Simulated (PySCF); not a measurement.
# C₆H₂N₂O: circular dichroism and optical rotation, excited states, first hyperpolarisability

Wanted: circular dichroism and optical rotation, excited states, first hyperpolarisability for C₆H₂N₂O (`N#CC=C=C(C#N)C=O`).

Computed with PySCF 2.14.0 and routines of our own; the level stands in each step. Atoms count from 0.

### Step 1. The system as given

11 atoms, charge 0, multiplicity 1; geometry from: GFN2-xTB.

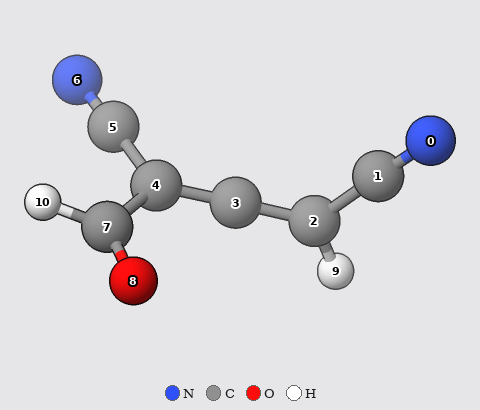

The starting geometry (nitrogen blue, carbon grey, oxygen red, hydrogen white).

### Step 2. Optimising the geometry at PBE0-D3(BJ)/def2-SVP

Job settings and geometry (Å):

```
{"job": {"xc": "PBE0", "basis": "def2-SVP", "d3": "d3bj", "grid": 2, "kind": "geom"}, "charge": 0, "multiplicity": 1}
N      3.264531     0.272785     1.655299
C      2.561530    -0.010274     0.798663
C      1.713404    -0.369358    -0.274387
C      0.452095    -0.062046    -0.293014
C     -0.833602     0.203576    -0.255213
C     -1.343694     1.413498    -0.790625
N     -1.783134     2.378214    -1.220847
C     -1.818581    -0.745760     0.337144
O     -1.548929    -1.832644     0.757605
H      2.185959    -0.908016    -1.086977
H     -2.844156    -0.337305     0.346388
```

Started as:

```console
$ OMP_NUM_THREADS=1 python excited_run.py task.json out
```

One launch serves the whole session: the jobs run in the order shown.

Log:

```text
step   0  E = -413.66221623  max force = 0.031474
step   1  E = -413.66477143  max force = 0.002032
step   2  E = -413.66479560  max force = 0.000830
step   3  E = -413.66479816  max force = 0.001658
step   4  E = -413.66480615  max force = 0.001044
step   5  E = -413.66481192  max force = 0.000437
optimisation converged
```

Run time: 65 s. Hardware: 1 thread of Arm Neoverse N1, shared host; peak memory 0.67 GiB.

The steps of the relaxation:

```csv
step,energy from step 0 (eV),largest force component (eV/Å)
0,0.0000,1.6185
1,-0.0695,0.1045
2,-0.0702,0.0427
3,-0.0703,0.0853
4,-0.0705,0.0537
5,-0.0706,0.0225
```

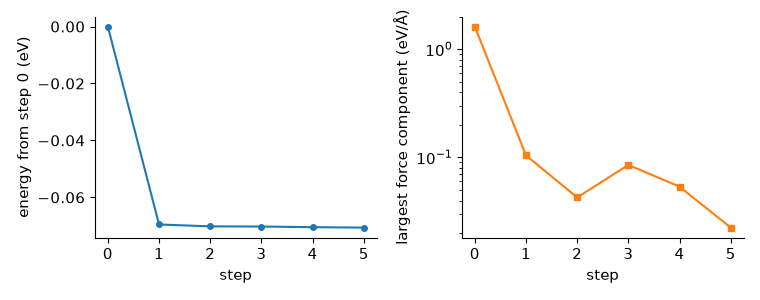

Energy and force, step by step.

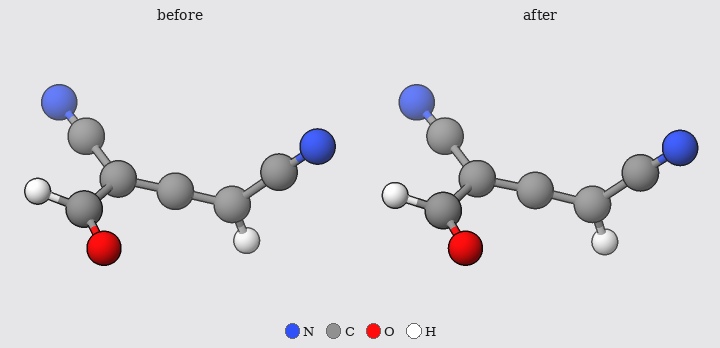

Before and after, at one scale.

Distances of close pairs at the start and the end, largest changes first:

| bond | before (Å) | after (Å) | change (Å) |
| --- | --- | --- | --- |
| C4–C7 | 1.491 | 1.515 | +0.024 |
| C2–H9 | 1.083 | 1.099 | +0.016 |
| N0–C1 | 1.144 | 1.158 | +0.015 |
| C5–N6 | 1.144 | 1.159 | +0.015 |
| C1–C2 | 1.414 | 1.428 | +0.013 |
| C4–C5 | 1.418 | 1.431 | +0.013 |
| C7–H10 | 1.104 | 1.116 | +0.012 |
| C2–C3 | 1.298 | 1.310 | +0.011 |

The next job starts from the end point, and lists it.

| at the end point | value |
| --- | --- |
| point group (found at 0.08 Å tolerance) | C1 |
| rotational constants (GHz, main isotopes) | 2.322, 0.996, 0.748 |
| dipole moment (D) | 2.68 |

### Step 3. Circular dichroism and optical rotation: TDDFT CAM-B3LYP/aug-cc-pVDZ

Job settings and geometry (Å):

```
{"job": {"kind": "ecd", "xc": "CAM-B3LYP", "basis": "aug-cc-pVDZ", "nstates": 12}, "charge": 0, "multiplicity": 1}
N      3.069025     0.282261     1.566573
C      2.343427     0.018079     0.703016
C      1.473738    -0.320188    -0.377379
C      0.206324     0.008694    -0.406535
C     -1.084549     0.280540    -0.419277
C     -1.594115     1.495949    -0.977445
N     -2.060252     2.460530    -1.419040
C     -2.071146    -0.707496     0.168949
O     -1.751210    -1.768238     0.616512
H      1.903124    -0.880364    -1.220011
H     -3.127490    -0.349197     0.142750
```

Level: TDDFT CAM-B3LYP/aug-cc-pVDZ circular dichroism and optical rotation, one conformer, gas phase.

Log:

```text
coarse grid: 10968 points
cycle   1  E = -413.9929444549  dE =  1.826e+00  |g| = 1.053e+00  |ddm| = 1.686e+01
cycle   2  E = -413.2616402091  dE =  7.313e-01  |g| = 2.178e+00  |ddm| = 6.294e+00
cycle   3  E = -414.2626122098  dE = -1.001e+00  |g| = 7.944e-02  |ddm| = 4.705e+00
cycle   4  E = -414.2629867031  dE = -3.745e-04  |g| = 8.057e-02  |ddm| = 4.132e-01
cycle   5  E = -414.2643972391  dE = -1.411e-03  |g| = 2.278e-02  |ddm| = 2.311e-01
cycle   6  E = -414.2645103447  dE = -1.131e-04  |g| = 8.967e-03  |ddm| = 6.520e-02
cycle   7  E = -414.2645301157  dE = -1.977e-05  |g| = 3.211e-03  |ddm| = 3.328e-02
cycle   8  E = -414.2645328292  dE = -2.713e-06  |g| = 1.570e-03  |ddm| = 1.303e-02
final grid: 111184 points
cycle   9  E = -414.2948615858  dE = -9.163e-06  |g| = 3.335e-03  |ddm| = 2.943e-01
cycle  10  E = -414.2948585587  dE =  3.027e-06  |g| = 5.241e-03  |ddm| = 2.022e-02
cycle  11  E = -414.2948639375  dE = -5.379e-06  |g| = 5.820e-04  |ddm| = 9.903e-03
cycle  12  E = -414.2948640064  dE = -6.888e-08  |g| = 2.071e-04  |ddm| = 2.273e-03
cycle  13  E = -414.2948640140  dE = -7.587e-09  |g| = 1.036e-04  |ddm| = 7.034e-04
cycle  14  E = -414.2948640163  dE = -2.357e-09  |g| = 1.655e-05  |ddm| = 3.215e-04
cycle  15  E = -414.2948640164  dE = -8.754e-11  |g| = 6.891e-06  |ddm| = 6.162e-05
converged SCF energy = -414.2948640164

Singlet excitations and rotatory strengths (1e-40 esu^2 cm^2)
state   eV       nm     f(len)   f(vel)    R(len)    R(vel)   main configurations
  1   3.7356   331.9  0.00014  0.00015     2.635     2.256   H->L 0.81
  2   4.7314   262.0  0.00021  0.00017    -1.849    -1.611   H-2->L 0.79, H->L 0.09
  3   5.3732   230.7  0.00058  0.00057    -7.526    -7.419   H-1->L+1 0.93
  4   5.5219   224.5  0.20625  0.20148     5.059     4.852   H-1->L 0.83, H->L+1 0.10
  5   5.9274   209.2  0.40277  0.38939   -66.283   -64.527   H->L+1 0.86, H-1->L 0.10
  6   6.2511   198.3  0.00006  0.00009    -2.095    -1.914   H-4->L 0.56, H->L+3 0.16
  7   6.3723   194.6  0.05207  0.05065    48.326    47.291   H-3->L+1 0.69, H-2->L+1 0.20
  8   6.4580   192.0  0.10797  0.10526    -2.451    -2.417   H-2->L+1 0.62, H-3->L+1 0.21
  9   6.7531   183.6  0.00182  0.00195    -1.774    -1.823   H->L+3 0.42, H-4->L 0.28, H->L+2 0.08
 10   7.0436   176.0  0.05583  0.05518    -1.406    -1.202   H-3->L 0.87
 11   7.1691   172.9  0.00670  0.00671     3.025     3.024   H-2->L+8 0.14, H->L+2 0.14, H-2->L+2 0.14
 12   7.1918   172.4  0.06134  0.05892    13.664    13.654   H-1->L+3 0.24, H-7->L 0.12

Specific rotation (deg / (dm g/mL))
    nm     length   length(OI)   velocity    alpha(len)  alpha(vel)
  633.0     -71.60     -70.96     -74.55       92.662     90.710
  589.3     -83.89     -83.13     -87.80       93.325     91.357
  546.0     -99.04     -98.10    -104.44       94.171     92.183
  436.0    -141.40    -139.61    -159.89       97.905     95.827
  405.0    -123.31    -121.05    -155.75       99.744     97.622
  365.0     178.67     181.87      77.55      103.202    100.996
```

It took 2.2 min on 1 thread of Arm Neoverse N1, shared host; peak memory 0.95 GiB.

Warnings kept with the result: wavelengths within 0.3 eV of the first excitation or beyond it are left out.

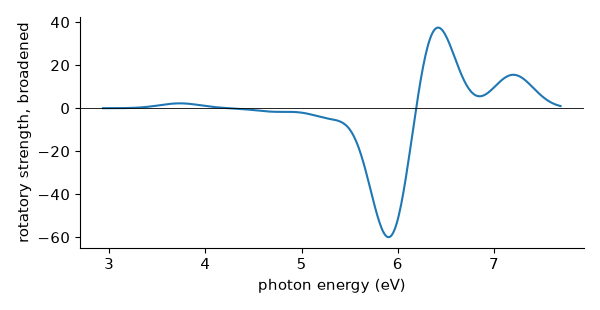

Circular dichroism: velocity-form rotatory strengths under Gaussians of 0.3 eV half-width at 1/e.

### Step 4. Excited states: TDA CAM-B3LYP/def2-TZVP

Settings changed since step 3:

```diff
@@ -1,2 +1,2 @@
-{"job": {"kind": "ecd", "xc": "CAM-B3LYP", "basis": "aug-cc-pVDZ", "nstates": 12}, "charge": 0, "multiplicity": 1}
+{"job": {"kind": "states", "xc": "CAM-B3LYP", "basis": "def2-TZVP", "tda": true, "soc": true, "nstates": 6, "ntriplets": 5, "nquad": 4}, "charge": 0, "multiplicity": 1}
 N      3.069025     0.282261     1.566573
```

With the program's defaults for keys left out, this is: TDA CAM-B3LYP/def2-TZVP excited states, vertical, gas phase, spin-orbit mean-field couplings.

Log:

```text
coarse grid: 10968 points
cycle   1  E = -414.1345041008  dE =  1.776e+00  |g| = 1.095e+00  |ddm| = 3.330e+00
cycle   2  E = -413.3691730749  dE =  7.653e-01  |g| = 2.265e+00  |ddm| = 5.380e+00
cycle   3  E = -414.4104254602  dE = -1.041e+00  |g| = 8.263e-02  |ddm| = 4.203e+00
cycle   4  E = -414.4106252689  dE = -1.998e-04  |g| = 8.743e-02  |ddm| = 1.550e-01
cycle   5  E = -414.4122192807  dE = -1.594e-03  |g| = 2.461e-02  |ddm| = 7.454e-02
cycle   6  E = -414.4123438073  dE = -1.245e-04  |g| = 9.686e-03  |ddm| = 3.646e-02
cycle   7  E = -414.4123655059  dE = -2.170e-05  |g| = 3.412e-03  |ddm| = 1.460e-02
cycle   8  E = -414.4123683917  dE = -2.886e-06  |g| = 1.748e-03  |ddm| = 5.066e-03
final grid: 111184 points
cycle   9  E = -414.4073906861  dE = -2.449e-05  |g| = 4.451e-03  |ddm| = 5.872e-02
cycle  10  E = -414.4073854514  dE =  5.235e-06  |g| = 6.975e-03  |ddm| = 9.711e-03
cycle  11  E = -414.4073942478  dE = -8.796e-06  |g| = 7.602e-04  |ddm| = 7.436e-03
cycle  12  E = -414.4073943456  dE = -9.776e-08  |g| = 3.211e-04  |ddm| = 7.569e-04
cycle  13  E = -414.4073943636  dE = -1.796e-08  |g| = 1.343e-04  |ddm| = 3.189e-04
cycle  14  E = -414.4073943672  dE = -3.685e-09  |g| = 1.773e-05  |ddm| = 2.290e-04
cycle  15  E = -414.4073943674  dE = -1.148e-10  |g| = 9.274e-06  |ddm| = 6.534e-05
converged SCF energy = -414.4073943674

Singlet excitations
state   eV       nm        f     d(h-e)  d(exc)  Lambda  PR(NTO)  |dmu|/D   mu/D   main configurations
  1   3.7915   327.0   0.00008   0.827   2.454   0.497   1.020    2.382    4.177   H->L 0.81, H->L+2 0.08
  2   4.7520   260.9   0.00022   1.457   3.038   0.481   1.103    4.212    4.008   H-2->L 0.79, H->L 0.09
  3   5.3880   230.1   0.00030   1.421   3.098   0.435   1.059    4.143    5.636   H-1->L+1 0.93
  4   5.7401   216.0   0.11892   0.999   3.307   0.681   2.045    2.841    4.540   H-1->L 0.56, H->L+1 0.32
  5   6.0716   204.2   0.60217   1.194   3.347   0.604   2.000                     H->L+1 0.60, H-1->L 0.31
  6   6.2707   197.7   0.00043   1.204   2.940   0.386   1.375                     H-4->L 0.58, H->L+2 0.18

Triplet excitations (Tamm-Dancoff)
state   eV     d(h-e)  d(exc)  Lambda  PR(NTO)   main configurations
  1   3.2730   0.747   2.328   0.494   1.018   H->L 0.73, H->L+2 0.12, H-2->L 0.09
  2   3.4339   0.328   2.522   0.751   1.151   H-1->L 0.85
  3   3.9212   0.218   2.463   0.678   1.150   H-2->L+1 0.56, H->L+1 0.32
  4   4.3985   1.420   2.983   0.480   1.112   H-2->L 0.72, H->L 0.13
  5   5.0881   1.353   3.039   0.435   1.089   H-1->L+1 0.91
S1 - T1 = 0.5185 eV

Spin-orbit couplings |<S|Hso|T>| (cm-1)
             T1       T2       T3       T4       T5
S0       49.594    2.113    0.611   16.010   13.611
S1        0.683   14.915    3.334    2.872    0.628
S2        2.626    4.893    3.287    0.241    0.210
S3        0.596    2.477    6.476    0.134    0.054
S4       11.213    0.614    0.972    5.278    9.703
S5        6.344    0.221    0.975    4.314    5.930
S6        4.689    9.607    2.004    0.979    0.334
T1 sublevels (cm-1): 0.000 0.001 0.252   radiative rates (1/s): 0.118 0.583 447
```

Run time: 1.7 min. Hardware: 1 thread of Arm Neoverse N1, shared host; peak memory 1.2 GiB.

From this job:

```csv
quantity,value
S1 less T1,0.52 eV
```

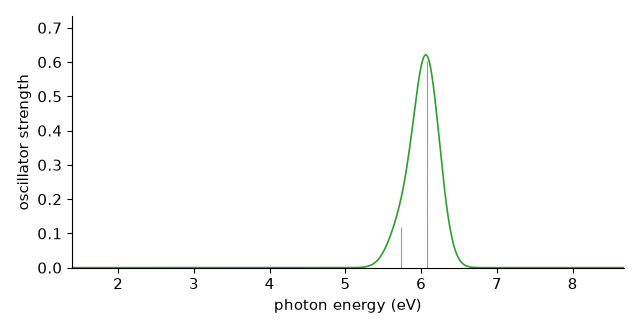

Absorption lines of the singlets. Lines are broadened to a width of 0.40 eV (Gaussian).

### Step 5. Excited states: TDDFT CAM-B3LYP/aug-cc-pVDZ

Settings changed since step 4:

```diff
@@ -1,2 +1,2 @@
-{"job": {"kind": "states", "xc": "CAM-B3LYP", "basis": "def2-TZVP", "tda": true, "soc": true, "nstates": 6, "ntriplets": 5, "nquad": 4}, "charge": 0, "multiplicity": 1}
+{"job": {"kind": "states", "xc": "CAM-B3LYP", "basis": "aug-cc-pVDZ", "tpa": true, "nstates": 8, "nquad": 6, "ntriplets": 0}, "charge": 0, "multiplicity": 1}
 N      3.069025     0.282261     1.566573
```

Method: TDDFT CAM-B3LYP/aug-cc-pVDZ excited states, vertical, gas phase, two-photon moments by quadratic response.

Log:

```text
coarse grid: 10968 points
cycle   1  E = -413.9929444549  dE =  1.826e+00  |g| = 1.053e+00  |ddm| = 1.686e+01
cycle   2  E = -413.2616402091  dE =  7.313e-01  |g| = 2.178e+00  |ddm| = 6.294e+00
cycle   3  E = -414.2626122098  dE = -1.001e+00  |g| = 7.944e-02  |ddm| = 4.705e+00
cycle   4  E = -414.2629867031  dE = -3.745e-04  |g| = 8.057e-02  |ddm| = 4.132e-01
cycle   5  E = -414.2643972391  dE = -1.411e-03  |g| = 2.278e-02  |ddm| = 2.311e-01
cycle   6  E = -414.2645103447  dE = -1.131e-04  |g| = 8.967e-03  |ddm| = 6.520e-02
cycle   7  E = -414.2645301157  dE = -1.977e-05  |g| = 3.211e-03  |ddm| = 3.328e-02
cycle   8  E = -414.2645328292  dE = -2.713e-06  |g| = 1.570e-03  |ddm| = 1.303e-02
final grid: 111184 points
cycle   9  E = -414.2948615858  dE = -9.163e-06  |g| = 3.335e-03  |ddm| = 2.943e-01
cycle  10  E = -414.2948585587  dE =  3.027e-06  |g| = 5.241e-03  |ddm| = 2.022e-02
cycle  11  E = -414.2948639375  dE = -5.379e-06  |g| = 5.820e-04  |ddm| = 9.903e-03
cycle  12  E = -414.2948640064  dE = -6.888e-08  |g| = 2.071e-04  |ddm| = 2.273e-03
cycle  13  E = -414.2948640140  dE = -7.587e-09  |g| = 1.036e-04  |ddm| = 7.034e-04
cycle  14  E = -414.2948640163  dE = -2.357e-09  |g| = 1.655e-05  |ddm| = 3.215e-04
cycle  15  E = -414.2948640164  dE = -8.754e-11  |g| = 6.891e-06  |ddm| = 6.162e-05
converged SCF energy = -414.2948640164

Singlet excitations
state   eV       nm        f     d(h-e)  d(exc)  Lambda  PR(NTO)  |dmu|/D   mu/D   delta(TPA)   sigma/GM   main configurations
  1   3.7356   331.9   0.00014   0.821   2.469   0.490   1.022    2.324    4.135        0.20      0.001   H->L 0.81
  2   4.7314   262.0   0.00021   1.474   3.053   0.475   1.104    4.292    4.059        0.08      0.001   H-2->L 0.79, H->L 0.09
  3   5.3732   230.7   0.00057   1.437   3.117   0.432   1.048    4.192    5.691        0.42      0.004   H-1->L+1 0.93
  4   5.5221   224.5   0.20623   0.742   3.094   0.709   1.545    1.965    3.355       79.45      0.888   H-1->L 0.83, H->L+1 0.10
  5   5.9276   209.2   0.40291   1.762   3.501   0.541   1.327    4.656    6.227       36.60      0.471   H->L+1 0.86, H-1->L 0.10
  6   6.2512   198.3   0.00006   1.158   2.970   0.368   1.389    3.730    4.772        0.19      0.003   H-4->L 0.56, H->L+3 0.16
  7   6.3724   194.6   0.05196   1.203   2.781   0.453   1.058                                            H-3->L+1 0.69, H-2->L+1 0.20
  8   6.4582   192.0   0.10811   0.550   3.032   0.620   1.347                                            H-2->L+1 0.62, H-3->L+1 0.21
```

Wall time 84 s (1 thread of Arm Neoverse N1, shared host); peak memory 0.96 GiB.

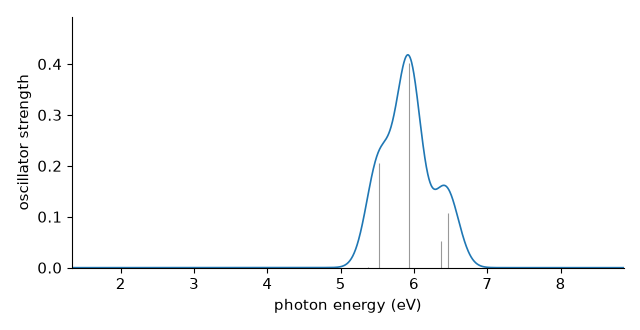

Absorption lines of the singlets. Lines are broadened to a width of 0.40 eV (Gaussian).

### Step 6. First hyperpolarisability: quadratic response CAM-B3LYP/aug-cc-pVDZ

Settings changed since step 5:

```diff
@@ -1,2 +1,2 @@
-{"job": {"kind": "states", "xc": "CAM-B3LYP", "basis": "aug-cc-pVDZ", "tpa": true, "nstates": 8, "nquad": 6, "ntriplets": 0}, "charge": 0, "multiplicity": 1}
+{"job": {"kind": "beta", "xc": "CAM-B3LYP", "basis": "aug-cc-pVDZ"}, "charge": 0, "multiplicity": 1}
 N      3.069025     0.282261     1.566573
```

Method: quadratic response CAM-B3LYP/aug-cc-pVDZ first hyperpolarisability, Taylor convention, gas phase.

Log:

```text
coarse grid: 10968 points
cycle   1  E = -413.9929444549  dE =  1.826e+00  |g| = 1.053e+00  |ddm| = 1.686e+01
cycle   2  E = -413.2616402091  dE =  7.313e-01  |g| = 2.178e+00  |ddm| = 6.294e+00
cycle   3  E = -414.2626122098  dE = -1.001e+00  |g| = 7.944e-02  |ddm| = 4.705e+00
cycle   4  E = -414.2629867031  dE = -3.745e-04  |g| = 8.057e-02  |ddm| = 4.132e-01
cycle   5  E = -414.2643972391  dE = -1.411e-03  |g| = 2.278e-02  |ddm| = 2.311e-01
cycle   6  E = -414.2645103447  dE = -1.131e-04  |g| = 8.967e-03  |ddm| = 6.520e-02
cycle   7  E = -414.2645301157  dE = -1.977e-05  |g| = 3.211e-03  |ddm| = 3.328e-02
cycle   8  E = -414.2645328292  dE = -2.713e-06  |g| = 1.570e-03  |ddm| = 1.303e-02
final grid: 111184 points
cycle   9  E = -414.2948615858  dE = -9.163e-06  |g| = 3.335e-03  |ddm| = 2.943e-01
cycle  10  E = -414.2948585587  dE =  3.027e-06  |g| = 5.241e-03  |ddm| = 2.022e-02
cycle  11  E = -414.2948639375  dE = -5.379e-06  |g| = 5.820e-04  |ddm| = 9.903e-03
cycle  12  E = -414.2948640064  dE = -6.888e-08  |g| = 2.071e-04  |ddm| = 2.273e-03
cycle  13  E = -414.2948640140  dE = -7.587e-09  |g| = 1.036e-04  |ddm| = 7.034e-04
cycle  14  E = -414.2948640163  dE = -2.357e-09  |g| = 1.655e-05  |ddm| = 3.215e-04
cycle  15  E = -414.2948640164  dE = -8.754e-11  |g| = 6.891e-06  |ddm| = 6.162e-05
converged SCF energy = -414.2948640164

Lowest singlets (eV, f): 3.7356 0.0001  4.7314 0.0002  5.3732 0.0006

First hyperpolarisability (au)
process     nm      |vector|   parallel      HRS      DR
static         -       61.01      -1.06      34.72   2.617
shg       1907.0       60.34      -2.11      35.56   2.471
eope      1907.0       60.81      -1.39          -       -
shg       1064.0       58.09      -5.08      38.11    2.12
eope      1064.0       60.29      -2.19          -       -
```

Wall time 62 s (1 thread of Arm Neoverse N1, shared host); peak memory 0.87 GiB.

### Step 7. Circular dichroism and optical rotation: CAM-B3LYP/aug-cc-pVDZ in carbondisulfide

Settings changed since step 6:

```diff
@@ -1,2 +1,2 @@
-{"job": {"kind": "beta", "xc": "CAM-B3LYP", "basis": "aug-cc-pVDZ"}, "charge": 0, "multiplicity": 1}
+{"job": {"kind": "ecd", "xc": "CAM-B3LYP", "basis": "aug-cc-pVDZ", "nstates": 12, "solvent": "carbondisulfide"}, "charge": 0, "multiplicity": 1}
 N      3.069025     0.282261     1.566573
```

Method: CAM-B3LYP/aug-cc-pVDZ.

Log:

```text
KeyError: 'carbondisulfide'
```

It took 0.01 s on 1 thread of Arm Neoverse N1, shared host.

**What went wrong.** The input was refused with the message shown. The remedy is to check the setting that the message names.

### Step 8. Outcome

| quantity | value |
| --- | --- |
| point group | C1 |
| rotational constants (main isotopes) | 2.32, 1.00, 0.75 GHz |
| state of largest rotatory strength (velocity form) among 12 (step 3, TDDFT CAM-B3LYP/aug-cc-pVDZ) | 5.93 eV, R = -64.5 (velocity), -66.3 (length) ·10⁻⁴⁰ esu² cm² |
| specific rotation at 633.0 nm (step 3, TDDFT CAM-B3LYP/aug-cc-pVDZ) | -74.5 (velocity), -71.6 (length) |
| S1 less T1 (step 4, TDA CAM-B3LYP/def2-TZVP) | 0.52 eV |
| β vector (step 6, quadratic response CAM-B3LYP/aug-cc-pVDZ) | static 61, SHG 1907.0 nm 60, SHG 1064.0 nm 58 au |
| runs | 1 failed, 0 ended on unsound input |

What this shows: The optimisation took 5 steps and gained 0.071 eV; among the close pairs (by a distance rule), C4–C7 changed most, from 1.491 to 1.515 Å. Rotations belong to one conformer and to the handedness of the start. In step 4, the number of triplets below S1 is 2, and the largest singlet-triplet spin-orbit coupling is S0–T1, 49.59 cm⁻¹.
